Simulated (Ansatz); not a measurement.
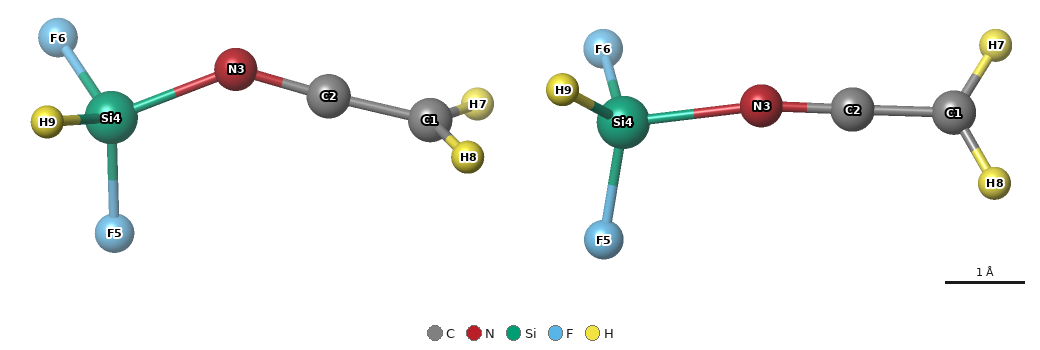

Two geometries of C₂H₃F₂NSi (coarse preliminary run), drawn at one scale. One is the start of a relaxation, the other its converged end. Style: ball-and-stick. Shown from a free direction.

Theory: Ansatz, RKS PBE-D4/def2-SVP. Settings: force threshold 0.03 eV/Å; at most 200 steps.

Q: Which of the two is the end point?

A: The left one is the relaxed one. The start comes from a force field. The largest move after the best rigid fit is that of H7, 0.90 Å. By element the largest moves are H 0.90 Å, F 0.52 Å, N 0.47 Å, C 0.18 Å, Si 0.12 Å. Near-neighbour distances that change, for instance: Si4–H9 1.405 → 1.483 Å, C2–N3 1.159 → 1.227 Å, Si4–F5 1.558 → 1.625 Å, N3–Si4 1.795 → 1.729 Å. Bond angles that change, for instance: C2–N3–Si4 163.4° → 140.4°, N3–Si4–F5 108.3° → 112.4°, N3–Si4–F6 103.8° → 107.0°. After 14 accepted moves (16 points after the start) the energy has fallen by 0.593 eV. Largest force component: 5.6 eV/Å at the start, 0.015 eV/Å at the end. The line search rejected the trial steps at points 5, 9 of the run. Cost: 20 s on 4 threads of Arm Neoverse V1 (shared host).
